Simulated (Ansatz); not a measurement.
# Ge₂H₆O: what the fields show

Input file:

```
crystal:
  periodic: [false, false, false]
  atoms:
    - { symbol: Ge, position_ang: [0.234029, -0.034146, 0.013859] }
    - { symbol: Ge, position_ang: [1.058735, -0.005954, 2.259962] }
    - { symbol: H, position_ang: [0.044129, -0.400574, 3.372951] }
    - { symbol: H, position_ang: [2.252738, -1.000976, 2.323971] }
    - { symbol: H, position_ang: [1.582624, 1.418733, 2.58409] }
    - { symbol: H, position_ang: [1.701858, 0.096514, -0.448297] }
    - { symbol: O, position_ang: [-0.664028, 1.43923, -0.52184] }
    - { symbol: H, position_ang: [-1.586238, 1.179454, -0.704051] }
    - { symbol: H, position_ang: [-0.521548, -1.29918, -0.479946] }
basis:
  gaussian: { orbitals: def2-SVP }
hamiltonian:
  xc: pbe
  dispersion: d4
relax:
  f_tol: 0.03
  max_steps: 50
output:
  orbitals: {}
```

Run with:

```sh
ansatz run input.yaml --threads 4 --pin off --max-ram 5120MiB --backend cpu --events-out ev --progress --plain --runs-dir out
```

The fields are those of the run's last geometry, not of the input's.

Level of theory: RKS PBE-D4/def2-SVP in Ansatz 0.2.0.

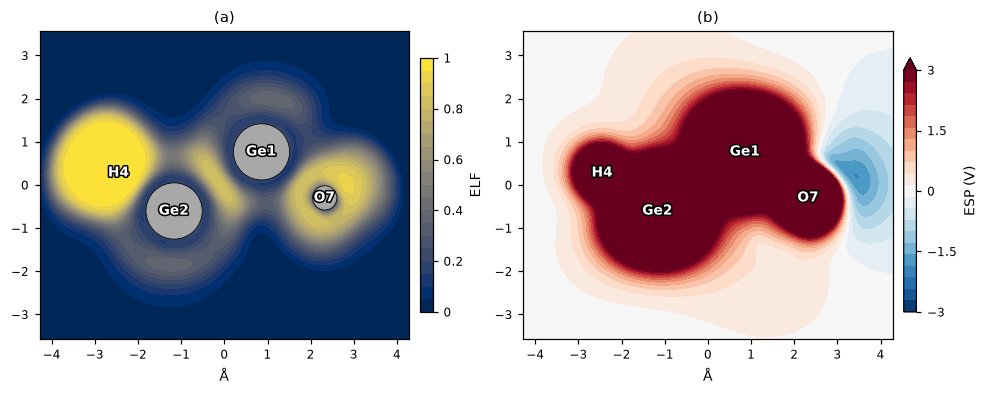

Figure 1. (a) ELF; (b) electrostatic potential on the plane of atoms Ge2, Ge1 and O7. Grey discs cover the atomic cores in the ELF map.

Q: Read the bonding off the picture.

A:
- Atoms in the plane: Ge, H and O.
- Ge–O (1.81 Å): the ELF peaks at about 0.85 in the valence shell of O, 0.6 Å from its nucleus, and is about 0.35 at the midpoint.
- Ge–Ge (2.44 Å): the ELF peaks at about 0.85 between the atoms (a covalent bond).
- Ge–H (1.55 Å): the ELF climbs to about 1 towards the hydrogen.
- The ELF also peaks beside O7, away from the bonds: lone-pair regions.
- Outside the dense part of the molecule the potential is most negative (−1.9 V) near O7.

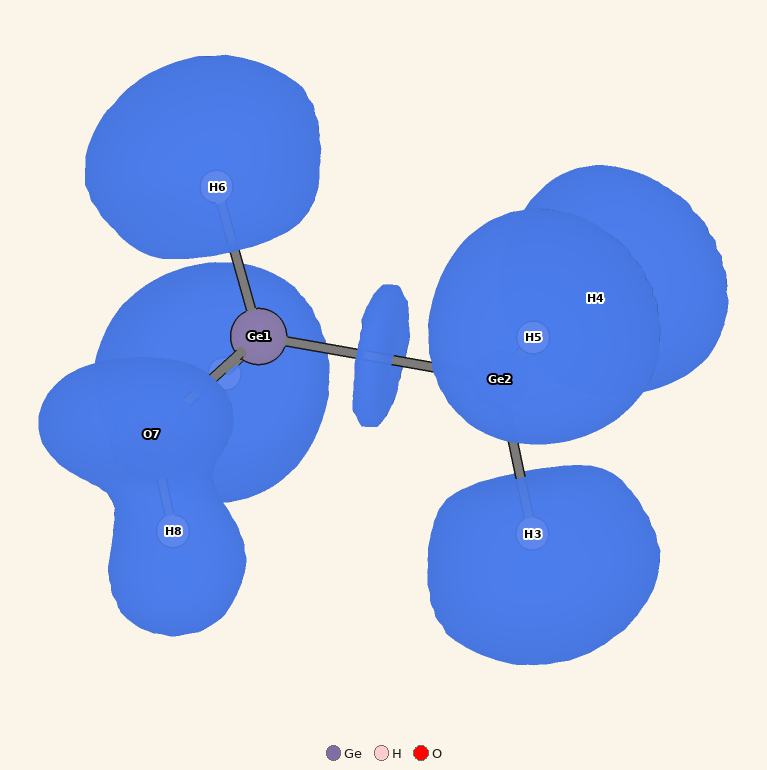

Figure 2. Isosurface of the electron localisation function at 0.75 (blue), seen at a tilt. Only the valence region is drawn (cores and ρ < 0.01 e/Å³ removed).

Q: Identify the bonds, lone pairs and shells in this picture.

A: The ELF exceeds this value in one region between bonded Ge–Ge atoms (shared pairs), five regions around hydrogen nuclei and one joined region spread over several atoms (H, O), in which their bonds and any lone pairs are merged.

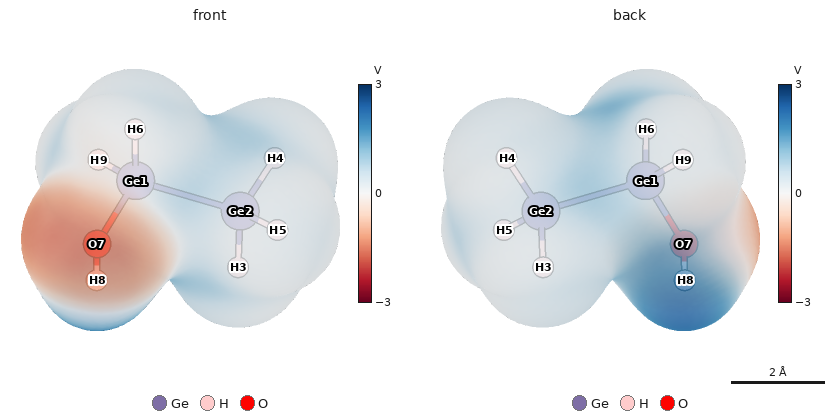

Figure 3. The molecular electrostatic potential painted on the density surface at 0.002 e/bohr³, seen from the front and from behind; the colour scale runs from red (negative) to blue (positive).

Q: Where is the surface potential most negative and most positive?

A: The most negative region (about −1.6 V) lies over O7, the most positive (about +2.3 V) over H8. O7 is the likeliest acceptor of a hydrogen bond.
